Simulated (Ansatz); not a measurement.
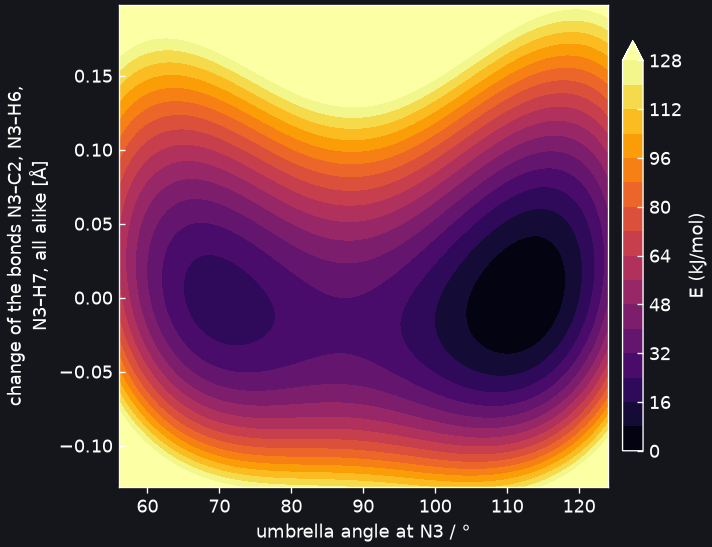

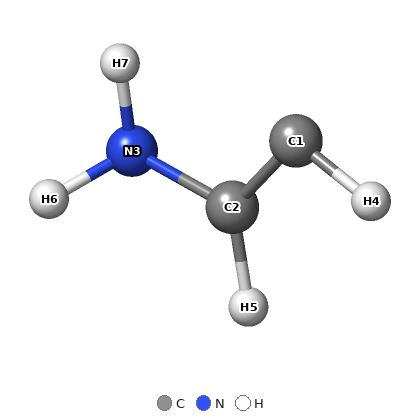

Energy landscape of C2H4N, SMILES [CH-]=CN, charge −1. 
- The first coordinate is: umbrella angle at N3 (between each of its bonds and their common axis; 90 is planar); the second: change of the bonds N3–C2, N3–H6, N3–H7, all alike.
- Nothing is relaxed (all other coordinates rigid).
- The grid has 15 × 15 points.
- Points are written as (first, second).
- All energies are given in kJ/mol relative to the relaxed molecule at the same level.
- Theory: Ansatz 0.2.0, RHF-MP2, frozen core/def2-TZVPD.

The picture shows filled contours, one colour for all values above the top of the scale. Between grid points the surface is interpolated. The second picture is the structure at the lowest point.

Question: Summarise what can be read from the map.

Answer: The lowest grid point is at (114.3°, 0.012 Å), 1.3 kJ/mol from the relaxed molecule at the same level. There is a further well near (70.6°, −0.012 Å) (18 kJ/mol above the lowest at that grid point). The highest grid point, (56.0°, −0.128 Å), lies 225 kJ/mol above the lowest. On the interpolated surface the easiest way out of the lowest well to the well at about (70°, 0.00 Å) passes a barrier of about 30 kJ/mol, counted from the interpolated bottom of the well. Round the minimum the valley is somewhat tilted: raising the first coordinate shifts the best value of the second coordinate upwards (coupling k₁₂/√(k₁₁k₂₂) about −0.3).

The values on the grid:

| second ↓, first → | 56.0 | 60.9 | 65.7 | 70.6 | 75.4 | 80.3 | 85.1 | 90.0 | 94.9 | 99.7 | 104.6 | 109.4 | 114.3 | 119.1 | 124.0 |
| --- | --- | --- | --- | --- | --- | --- | --- | --- | --- | --- | --- | --- | --- | --- | --- |
| 0.198 | 160 | 151 | 155 | 167 | 183 | 199 | 211 | 214 | 206 | 191 | 171 | 152 | 137 | 131 | 136 |
| 0.175 | 139 | 128 | 130 | 140 | 155 | 170 | 181 | 183 | 176 | 162 | 143 | 125 | 112 | 107 | 114 |
| 0.152 | 119 | 106 | 106 | 115 | 129 | 143 | 153 | 155 | 148 | 134 | 116 | 99 | 88 | 85 | 94 |
| 0.128 | 101 | 86 | 84 | 91 | 103 | 116 | 125 | 127 | 120 | 107 | 90 | 75 | 65 | 64 | 75 |
| 0.105 | 86 | 69 | 65 | 71 | 81 | 93 | 100 | 102 | 96 | 83 | 68 | 54 | 45 | 46 | 60 |
| 0.082 | 75 | 55 | 49 | 53 | 62 | 72 | 79 | 80 | 74 | 62 | 48 | 36 | 29 | 31 | 48 |
| 0.058 | 67 | 44 | 36 | 37 | 45 | 53 | 60 | 60 | 54 | 44 | 31 | 20 | 15 | 20 | 39 |
| 0.035 | 63 | 38 | 27 | 27 | 32 | 40 | 45 | 45 | 40 | 30 | 18 | 9 | 6 | 13 | 35 |
| 0.012 | 64 | 36 | 23 | 21 | 24 | 30 | 35 | 35 | 30 | 21 | 10 | 2 | 1 | 11 | 36 |
| −0.012 | 71 | 40 | 24 | 20 | 22 | 26 | 30 | 29 | 25 | 16 | 7 | 1 | 2 | 15 | 43 |
| −0.035 | 85 | 50 | 32 | 25 | 26 | 29 | 31 | 30 | 26 | 19 | 11 | 7 | 10 | 25 | 56 |
| −0.058 | 106 | 68 | 47 | 38 | 36 | 38 | 40 | 39 | 34 | 28 | 22 | 19 | 25 | 42 | 76 |
| −0.082 | 137 | 95 | 72 | 60 | 56 | 56 | 57 | 56 | 52 | 46 | 41 | 41 | 49 | 69 | 107 |
| −0.105 | 176 | 131 | 105 | 91 | 85 | 84 | 83 | 82 | 78 | 74 | 70 | 72 | 82 | 105 | 146 |
| −0.128 | 227 | 178 | 149 | 132 | 125 | 122 | 121 | 119 | 115 | 112 | 110 | 113 | 126 | 152 | 197 |

The input of one point:

```yaml
crystal:
  periodic: [false, false, false]
  atoms:
    - { symbol: C, position_ang: [-0.967413, -0.819654, -0.576003] }
    - { symbol: C, position_ang: [-0.20974, 0.220467, -0.199554] }
    - { symbol: "N", position_ang: [1.080114, 0.05622, 0.489682] }
    - { symbol: H, position_ang: [-1.845678, -0.451066, -1.137603] }
    - { symbol: H, position_ang: [-0.396046, 1.292186, -0.389861] }
    - { symbol: H, position_ang: [0.984829, 0.501091, 1.416181] }
    - { symbol: H, position_ang: [1.078723, -0.957398, 0.695689] }
total_charge: -1
basis:
  gaussian: { orbitals: def2-TZVPD }
hamiltonian:
  xc: hf
output:
  forces: true
correlation:
  method: mp2
```

Each point was launched as `ansatz run input.yaml --threads 1 --pin off --max-ram 2560MiB --backend cpu --events-out ev --progress --plain --runs-dir out`. The whole map (225 points run) took 42 min on 1 thread of Arm Neoverse N1 (shared host).
